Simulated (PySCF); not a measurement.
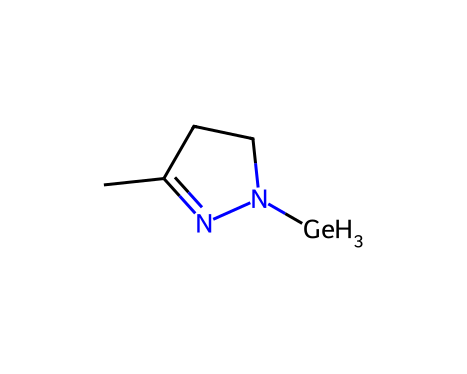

Simulated data, not a measurement (program: PySCF).

Skeletal drawing of a molecule.

Question: Give its SMILES.

Answer: CC1=N[N]([GeH3])CC1

Question: Give the formula, hydrogens included.

Answer: C4H10GeN2.
